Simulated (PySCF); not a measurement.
Property calculation of SiH3O3 (part 2 of 2)

SiH3O3, multiplicity 2, SMILES [O][SiH](O)O; CCSD/3-21G, UHF (PySCF 2.14.0). The geometry comes from this level: PBE0-D4/def2-TZVP.

## The program's output, continued
```
**** MO energy ****
                             alpha | beta                alpha | beta
MO #1   energy= -68.4045146395242  | -68.4051232229992  occ= 1 | 1
MO #2   energy= -20.5163312976409  | -20.4812847826099  occ= 1 | 1
MO #3   energy= -20.471965751331   | -20.4720209655946  occ= 1 | 1
MO #4   energy= -20.4613830189496  | -20.4613959791714  occ= 1 | 1
MO #5   energy= -6.20006804729335  | -6.20101382690153  occ= 1 | 1
MO #6   energy= -4.29732709832135  | -4.29845427892355  occ= 1 | 1
MO #7   energy= -4.29686040274364  | -4.29790817599419  occ= 1 | 1
MO #8   energy= -4.29672777376187  | -4.29747214757105  occ= 1 | 1
MO #9   energy= -1.39354202645276  | -1.38013513256838  occ= 1 | 1
MO #10  energy= -1.35624089313595  | -1.3455946668466   occ= 1 | 1
MO #11  energy= -1.34558192210198  | -1.21597808705333  occ= 1 | 1
MO #12  energy= -0.783342394566108 | -0.777494111426395 occ= 1 | 1
MO #13  energy= -0.713710140657791 | -0.711259514747121 occ= 1 | 1
MO #14  energy= -0.67015114441842  | -0.624404911866391 occ= 1 | 1
MO #15  energy= -0.637995355695777 | -0.590946231822035 occ= 1 | 1
MO #16  energy= -0.589404933227951 | -0.547001247576407 occ= 1 | 1
MO #17  energy= -0.558369601403952 | -0.536575310555652 occ= 1 | 1
MO #18  energy= -0.540255071557559 | -0.518256708839784 occ= 1 | 1
MO #19  energy= -0.531215816993835 | -0.491054859111719 occ= 1 | 1
MO #20  energy= -0.511284146738706 | -0.475926369483473 occ= 1 | 1
MO #21  energy= -0.48580593281834  | 0.0889441586754907 occ= 1 | 0
MO #22  energy= 0.20770406060152   | 0.216162022816274  occ= 0 | 0
MO #23  energy= 0.22226448143875   | 0.227258191710396  occ= 0 | 0
MO #24  energy= 0.248231254301209  | 0.25583296860955   occ= 0 | 0
MO #25  energy= 0.319578819252066  | 0.325472004004704  occ= 0 | 0
MO #26  energy= 0.324462464429273  | 0.360923410687336  occ= 0 | 0
MO #27  energy= 0.357033632678104  | 0.372908807793833  occ= 0 | 0
MO #28  energy= 0.427090433071524  | 0.427256101195427  occ= 0 | 0
MO #29  energy= 0.550213605596913  | 0.555890467257112  occ= 0 | 0
MO #30  energy= 0.618470539233907  | 0.617028903392577  occ= 0 | 0
MO #31  energy= 0.641633396673745  | 0.645619035225627  occ= 0 | 0
MO #32  energy= 1.23242644832246   | 1.2364416578587    occ= 0 | 0
MO #33  energy= 1.28303992248627   | 1.28416817190039   occ= 0 | 0
MO #34  energy= 1.3236644079921    | 1.33249782900741   occ= 0 | 0
MO #35  energy= 1.69162234658847   | 1.73182112008521   occ= 0 | 0
MO #36  energy= 1.72399949467512   | 1.78647576489606   occ= 0 | 0
MO #37  energy= 1.81291435156607   | 1.83580711671061   occ= 0 | 0
MO #38  energy= 1.87317266299287   | 1.89059602247529   occ= 0 | 0
MO #39  energy= 1.89645083232243   | 1.91967346686211   occ= 0 | 0
MO #40  energy= 1.91720453269749   | 1.92805478654638   occ= 0 | 0
MO #41  energy= 1.97309876791618   | 2.013920088588     occ= 0 | 0
MO #42  energy= 2.05139360320409   | 2.0748337768181    occ= 0 | 0
MO #43  energy= 2.10040766437123   | 2.10173442492614   occ= 0 | 0
MO #44  energy= 2.95587486625079   | 2.99559494672222   occ= 0 | 0
MO #45  energy= 3.0408092778909    | 3.04487782491286   occ= 0 | 0
MO #46  energy= 3.31506512572135   | 3.32624976080241   occ= 0 | 0

To work with the spin densities directly, `use mulliken_meta_spin()` only printing them here.

 ** Mulliken spin pop alpha/beta on meta-lowdin orthogonal AOs **
 ** Mulliken Spin Density (per AO)  **
spin_pop of  0 O 1s       -0.00001
spin_pop of  0 O 2s        0.01363
spin_pop of  0 O 3s       -0.00040
spin_pop of  0 O 2px       0.30319
spin_pop of  0 O 2py       0.57521
spin_pop of  0 O 2pz       0.12327
spin_pop of  0 O 3px      -0.00030
spin_pop of  0 O 3py      -0.00001
spin_pop of  0 O 3pz      -0.00039
spin_pop of  1 Si 1s        0.00000
spin_pop of  1 Si 2s        0.00000
spin_pop of  1 Si 3s       -0.01118
spin_pop of  1 Si 4s       -0.00054
spin_pop of  1 Si 2px       0.00000
spin_pop of  1 Si 2py      -0.00000
spin_pop of  1 Si 2pz       0.00000
spin_pop of  1 Si 3px      -0.01013
spin_pop of  1 Si 3py      -0.01865
spin_pop of  1 Si 3pz      -0.00972
spin_pop of  1 Si 4px      -0.00084
spin_pop of  1 Si 4py      -0.00035
spin_pop of  1 Si 4pz      -0.00025
spin_pop of  2 O 1s       -0.00000
spin_pop of  2 O 2s       -0.00061
spin_pop of  2 O 3s       -0.00005
spin_pop of  2 O 2px      -0.00042
spin_pop of  2 O 2py      -0.00141
spin_pop of  2 O 2pz       0.00370
spin_pop of  2 O 3px      -0.00007
spin_pop of  2 O 3py      -0.00002
spin_pop of  2 O 3pz       0.00003
spin_pop of  3 O 1s        0.00000
spin_pop of  3 O 2s        0.00024
spin_pop of  3 O 3s       -0.00002
spin_pop of  3 O 2px      -0.00214
spin_pop of  3 O 2py       0.00007
spin_pop of  3 O 2pz       0.00114
spin_pop of  3 O 3px      -0.00003
spin_pop of  3 O 3py      -0.00005
spin_pop of  3 O 3pz       0.00004
spin_pop of  4 H 1s        0.03745
spin_pop of  4 H 2s        0.00008
spin_pop of  5 H 1s       -0.00075
spin_pop of  5 H 2s       -0.00000
spin_pop of  6 H 1s        0.00027
spin_pop of  6 H 2s       -0.00001
 ** Mulliken Spin Density (per atom)  **
spin density of  0 O =      1.01418
spin density of  1 Si =     -0.05165
spin density of  2 O =      0.00117
spin density of  3 O =     -0.00074
spin density of  4 H =      0.03752
spin density of  5 H =     -0.00075
spin density of  6 H =      0.00027
 ** Mulliken pop alpha/beta on meta-lowdin orthogonal AOs **
 ** Mulliken pop       alpha | beta **
pop of  0 O 1s        0.99992 | 0.99993
pop of  0 O 2s        0.91738 | 0.90374
pop of  0 O 3s        0.00119 | 0.00160
pop of  0 O 2px       0.90584 | 0.60265
pop of  0 O 2py       0.94358 | 0.36837
pop of  0 O 2pz       0.95619 | 0.83292
pop of  0 O 3px       0.00081 | 0.00112
pop of  0 O 3py       0.00079 | 0.00079
pop of  0 O 3pz       0.00036 | 0.00075
pop of  1 Si 1s        0.99999 | 0.99999
pop of  1 Si 2s        0.99987 | 0.99986
pop of  1 Si 3s        0.41418 | 0.42536
pop of  1 Si 4s        0.00688 | 0.00743
pop of  1 Si 2px       0.99983 | 0.99983
pop of  1 Si 2py       0.99991 | 0.99991
pop of  1 Si 2pz       0.99986 | 0.99985
pop of  1 Si 3px       0.26516 | 0.27529
pop of  1 Si 3py       0.32769 | 0.34634
pop of  1 Si 3pz       0.24662 | 0.25634
pop of  1 Si 4px       0.01177 | 0.01261
pop of  1 Si 4py       0.01161 | 0.01196
pop of  1 Si 4pz       0.00949 | 0.00975
pop of  2 O 1s        0.99992 | 0.99992
pop of  2 O 2s        0.81209 | 0.81270
pop of  2 O 3s        0.00147 | 0.00151
pop of  2 O 2px       0.73261 | 0.73302
pop of  2 O 2py       0.90593 | 0.90734
pop of  2 O 2pz       0.89620 | 0.89249
pop of  2 O 3px       0.00064 | 0.00071
pop of  2 O 3py       0.00120 | 0.00121
pop of  2 O 3pz       0.00160 | 0.00157
pop of  3 O 1s        0.99992 | 0.99992
pop of  3 O 2s        0.81532 | 0.81509
pop of  3 O 3s        0.00149 | 0.00151
pop of  3 O 2px       0.87826 | 0.88040
pop of  3 O 2py       0.94935 | 0.94928
pop of  3 O 2pz       0.70951 | 0.70836
pop of  3 O 3px       0.00155 | 0.00157
pop of  3 O 3py       0.00151 | 0.00156
pop of  3 O 3pz       0.00068 | 0.00064
pop of  4 H 1s        0.59006 | 0.55261
pop of  4 H 2s        0.00181 | 0.00173
pop of  5 H 1s        0.33411 | 0.33485
pop of  5 H 2s        0.00552 | 0.00553
pop of  6 H 1s        0.33487 | 0.33460
pop of  6 H 2s        0.00548 | 0.00548
In total            21.00000 | 20.00000
 ** Mulliken atomic charges   ( Nelec_alpha | Nelec_beta ) **
charge of  0O =     -0.43793  (     4.72606      3.71187 )
charge of  1Si =      1.36261  (     6.29287      6.34452 )
charge of  2O =     -0.70211  (     4.35164      4.35047 )
charge of  3O =     -0.71593  (     4.35759      4.35833 )
charge of  4H =     -0.14620  (     0.59186      0.55434 )
charge of  5H =      0.31999  (     0.33963      0.34038 )
charge of  6H =      0.31957  (     0.34035      0.34008 )
Dipole moment(X, Y, Z, Debye):  0.84025,  0.25033, -2.14643
Traceless quadrupole moment (Debye*A):

cycle = 1  norm(lambda1,lambda2) = 0.0154661
cycle = 2  norm(lambda1,lambda2) = 0.0040968
cycle = 3  norm(lambda1,lambda2) = 0.0021401
cycle = 4  norm(lambda1,lambda2) = 0.000804719
cycle = 5  norm(lambda1,lambda2) = 0.000298262
cycle = 6  norm(lambda1,lambda2) = 0.000142516
cycle = 7  norm(lambda1,lambda2) = 7.31247e-05
cycle = 8  norm(lambda1,lambda2) = 2.5463e-05
cycle = 9  norm(lambda1,lambda2) = 1.66297e-05
cycle = 10  norm(lambda1,lambda2) = 1.37654e-05
cycle = 11  norm(lambda1,lambda2) = 1.25141e-05
cycle = 12  norm(lambda1,lambda2) = 1.1678e-05
cycle = 13  norm(lambda1,lambda2) = 1.07945e-05
cycle = 14  norm(lambda1,lambda2) = 9.34941e-06
cycle = 15  norm(lambda1,lambda2) = 6.76686e-06
cycle = 16  norm(lambda1,lambda2) = 4.45269e-06
cycle = 17  norm(lambda1,lambda2) = 3.15466e-06
cycle = 18  norm(lambda1,lambda2) = 2.35575e-06
cycle = 19  norm(lambda1,lambda2) = 1.72429e-06
cycle = 20  norm(lambda1,lambda2) = 1.16149e-06
cycle = 21  norm(lambda1,lambda2) = 7.63344e-07
```

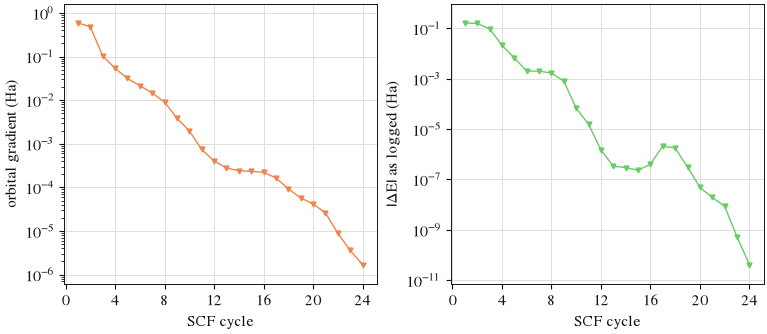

Figure 1. Convergence of the self-consistent field: orbital gradient and size of the energy change against the SCF cycle. The residual falls at every step.

```
Dipole moment(X, Y, Z, Debye):  0.92682,  0.22259, -2.03492
```

This output came from the following input.

## Input file (calc.py)
```python
from pyscf import gto, cc

molecule = gto.M(
    atom=[
    ('O', (-1.574100, -0.944300, 0.000300)),
    ('Si', (-0.294400, 0.091400, 0.191600)),
    ('O', (0.802600, -0.313200, 1.317400)),
    ('O', (0.528900, 0.254900, -1.211400)),
    ('H', (-1.048200, 1.278500, 0.661900)),
    ('H', (1.628500, -0.696500, 1.017400)),
    ('H', (0.018000, 0.261100, -2.022700)),
],
    spin=1,
    verbose=4,
    basis='3-21g',
    max_memory=1860,
)

calc0 = molecule.UHF()
calc0.conv_tol = 1e-10
calc0.kernel()
if not calc0.converged:
    calc0 = calc0.newton().run(calc0.mo_coeff, calc0.mo_occ)

mycc = cc.CCSD(calc0)
mycc.kernel()
energy = mycc.e_tot
print(f'total energy: {energy:.8f} hartree')
calc0.analyze()
quad = calc0.quad_moment()
dm_corr = mycc.make_rdm1(ao_repr=True)
dip_corr = calc0.dip_moment(molecule, dm_corr)
```

Command:
```bash
OMP_NUM_THREADS=1 python calc.py
```

## Results in brief

- outcome: converged
- total energy: −512.961302 hartree
- SCF energy: −512.568854 hartree
- correlation energy: −0.392447 hartree
- basis functions: 46
- T1 diagnostic: 0.011
- ⟨S²⟩: 0.753
- hardware: 1 thread of Arm Neoverse V1, 24 GiB of memory available, shared host
- wall time: 59 s
- peak memory: 0.31 GiB

The record of the run, not the program, notes: logged alpha LUMO and gap are faulty.
